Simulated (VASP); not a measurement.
Energy against volume of CdF$_{2}$ (fluorite). These are PBEsol GGA, VASP's PBE PAW potentials (set 64) (plane waves; VASP 6.6.1) values and carry that method's errors.

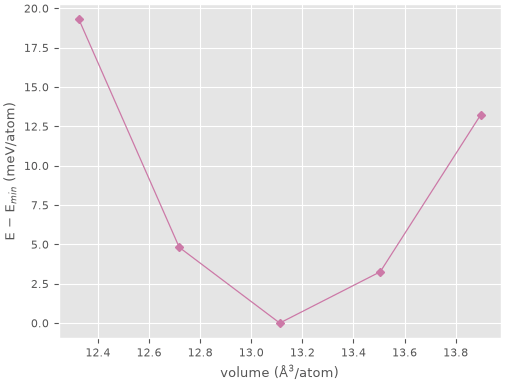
Figure. Energy against volume

Question: Estimate the equilibrium volume and the bulk modulus.

Answer: The minimum lies near 13.1 Å³/atom, and the curvature gives B0 of about 110 GPa.

The compound is CdF2 in the fluorite structure. It was relaxed first.
